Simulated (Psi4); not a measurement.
# UB3LYP/cc-pVTZ run of PH (SMILES [PH])

What is the energy change on altering one bond length of PH at UB3LYP/cc-pVTZ? 

The results are computed with Psi4 1.11.

2 further runs of the same task are left out: 1 that didn't finish, 1 set aside as unsound or not needed.

## 1. The system as given

The species is PH (2 atoms), meant as a triplet with charge 0. SMILES: `[PH]`. The coordinates come from a PBE0-D4/def2-TZVP relaxation.

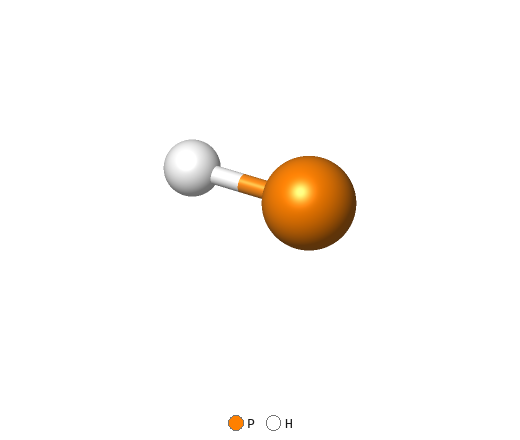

Viewed from a chosen angle; phosphorus orange, hydrogen white.

## 2. A single-point energy at UB3LYP/cc-pVTZ

File job.py:

```python
import psi4

psi4.set_memory('2200 MB')
psi4.set_num_threads(1)
psi4.core.set_output_file('psi4.out', False)

m = psi4.geometry("""
0 3
P      0.000000     0.000000    -0.014610
H      0.000000     0.000000     1.413680
units angstrom
symmetry c1
no_reorient
no_com
""")

options = {'basis': 'cc-pVTZ', 'reference': 'uks', 'puream': True, 'e_convergence': 1e-09, 'd_convergence': 1e-08, 'scf_type': 'pk', 'dft_radial_points': 99, 'dft_spherical_points': 590, 'maxiter': 100}
psi4.set_options(options)

energy_value, wavefunction = psi4.energy('b3lyp', return_wfn=True)
psi4.oeprop(wavefunction, 'WIBERG_LOWDIN_INDICES', 'QUADRUPOLE', 'DIPOLE')
print(f'total energy {energy_value:.8f} hartree = {energy_value * 27.211386:.5f} eV')
```

On the command line:

```sh
python job.py
```

psi4.out:

```text
[...]
  Running in c1 symmetry.
[...]
  Nuclear repulsion =    5.557455530774563
[...]
  Multiplicity = 3
[...]
  Nalpha       = 9
  Nbeta        = 7
[...]
    Number of basis functions: 48
[...]
   @UKS iter   1:  -341.88704280478464   -3.39599e-01   5.02469e-03 ADIIS/DIIS
[...]
   @UKS iter  10:  -341.90992751358363   -2.67164e-12   3.01111e-09 DIIS
[...]
   @S^2 Observed:                2.006086837E+00
[...]
    Orbital Energies [Eh]
    ---------------------
    Alpha Occupied:
       1A    -77.118504     2A     -6.578957     3A     -4.744349
       4A     -4.744349     5A     -4.736079     6A     -0.623860
       7A     -0.350066     8A     -0.256453     9A     -0.256453
    Alpha Virtual:
      10A      0.025297    11A      0.163216    12A      0.251596
      13A      0.251596    14A      0.257748    15A      0.257748
      16A      0.262383    17A      0.262383    18A      0.264158
      19A      0.381742    20A      0.550321    21A      0.801300
      22A      0.801300    23A      1.057560    24A      1.219787
      25A      1.219787    26A      1.221309    27A      1.221309
[...]
  @UKS Final Energy:  -341.90992751358363
   => Energetics <=
    Nuclear Repulsion Energy =              5.5574555307745630
    One-Electron Energy =                -483.2627228272052662
    Two-Electron Energy =                 154.7699797862106834
    DFT Exchange-Correlation Energy =     -18.9746400033635325
    Empirical Dispersion Energy =           0.0000000000000000
    VV10 Nonlocal Energy =                  0.0000000000000000
    Total Energy =                       -341.9099275135835114
[...]
 Multipole Moments:
 ------------------------------------------------------------------------------------
     Multipole            Electronic (a.u.)      Nuclear  (a.u.)        Total (a.u.)
 ------------------------------------------------------------------------------------
 L = 1.  Multiply by 2.5417464519 to convert [e a0] to [Debye]
 Dipole X            :          0.0000000            0.0000000            0.0000000
 Dipole Y            :         -0.0000000            0.0000000           -0.0000000
 Dipole Z            :         -2.0807198            2.2573345            0.1766148
 Magnitude           :                                                    0.1766148
 L = 2.  Multiply by 1.3450342976 to convert [e a0^2] to [Debye ang]
 Quadrupole XX       :        -10.5894132            0.0000000          -10.5894132
 Quadrupole XY       :          0.0000000            0.0000000            0.0000000
[...]
```

Standard output:

```text
total energy -341.90992751 hartree = -9303.84301 eV
```

Run time: 15 s. Hardware: 1 thread of Intel Xeon at 2.50GHz (Skylake/Cascade Lake), shared host; peak memory 0.56 GiB.

## 3. The distorted shape

File job.py:

```python
import psi4

psi4.set_memory('2200 MB')
psi4.set_num_threads(1)
psi4.core.set_output_file('output.dat', False)

mol = psi4.geometry("""
0 3
P      0.00000000     0.00000000    -0.43240713
H      0.00000000     0.00000000     2.67146803
units bohr
symmetry c1
""")

psi4.set_options({
    'basis': 'cc-pVTZ',
    'reference': 'uks',
    'puream': True,
    'e_convergence': 1e-09,
    'd_convergence': 1e-08,
    'scf_type': 'pk',
    'dft_radial_points': 99,
    'dft_spherical_points': 590,
    'maxiter': 100,
})

E, wfn = psi4.energy('b3lyp', return_wfn=True)
print(f'b3lyp energy: {E:.10f} Eh')
```

On the command line:

```sh
python job.py
```

output.dat:

```text
[...]
  Running in c1 symmetry.
[...]
  Nuclear repulsion =    4.832668592250984
[...]
  Multiplicity = 3
[...]
  Nalpha       = 9
  Nbeta        = 7
[...]
    Number of basis functions: 48
[...]
   @UKS iter   1:  -341.87881487594615   -3.88776e-01   4.71275e-03 ADIIS/DIIS
[...]
   @UKS iter  10:  -341.89829831198614   -2.95017e-11   6.12818e-09 DIIS
[...]
   @S^2 Observed:                2.006602117E+00
[...]
    Orbital Energies [Eh]
    ---------------------
    Alpha Occupied:
       1A    -77.133229     2A     -6.590268     3A     -4.755483
       4A     -4.755483     5A     -4.748427     6A     -0.606818
       7A     -0.336078     8A     -0.258502     9A     -0.258502
    Alpha Virtual:
      10A     -0.015473    11A      0.180988    12A      0.250711
      13A      0.250711    14A      0.255808    15A      0.255808
      16A      0.257790    17A      0.260671    18A      0.260671
      19A      0.358613    20A      0.496491    21A      0.750546
      22A      0.750546    23A      1.046286    24A      1.215548
      25A      1.215548    26A      1.225990    27A      1.225990
[...]
  @UKS Final Energy:  -341.89829831198614
   => Energetics <=
    Nuclear Repulsion Energy =              4.8326685922509842
    One-Electron Energy =                -481.7550277615792425
    Two-Electron Energy =                 153.9586577893941239
    DFT Exchange-Correlation Energy =     -18.9345969320519742
    Empirical Dispersion Energy =           0.0000000000000000
    VV10 Nonlocal Energy =                  0.0000000000000000
    Total Energy =                       -341.8982983119861387
[...]
 Multipole Moments:
 ------------------------------------------------------------------------------------
     Multipole            Electronic (a.u.)      Nuclear  (a.u.)        Total (a.u.)
 ------------------------------------------------------------------------------------
 L = 1.  Multiply by 2.5417464519 to convert [e a0] to [Debye]
 Dipole X            :         -0.0000000            0.0000000           -0.0000000
 Dipole Y            :          0.0000000            0.0000000            0.0000000
 Dipole Z            :         -1.4869717            1.5388931            0.0519214
 Magnitude           :                                                    0.0519214
[...]
```

On the terminal:

```text
b3lyp energy: -341.8982983120 Eh
```

It took 14 s on 1 thread of Intel Xeon at 2.50GHz (Skylake/Cascade Lake), shared host; peak memory 0.56 GiB.

## 4. Results

At UB3LYP/cc-pVTZ:

| quantity | value |
| --- | --- |
| first shape: total energy | -341.90993 Eh |
| first shape: dipole moment | 0.45 D |
| first shape: HOMO energy (highest over α and β) | -6.98 eV |
| first shape: LUMO energy (lowest over α and β) | -3.30 eV |
| first shape: ⟨S²⟩ | 2.006 |
| distorted shape: total energy | -341.89830 Eh |
| distorted shape: dipole moment | 0.13 D |
| distorted shape: HOMO energy (highest over α and β) | -7.03 eV |
| distorted shape: LUMO energy (lowest over α and β) | -3.34 eV |
| distorted shape: ⟨S²⟩ | 2.007 |
| energy change with the P1–H2 bond stretched from 1.428 to 1.643 Å | 0.316 eV |

What this shows: With the P1–H2 bond stretched from 1.428 to 1.643 Å the energy rises by 0.32 eV (30.5 kJ/mol). The first shape isn't relaxed at this level, so the change isn't measured from a minimum.
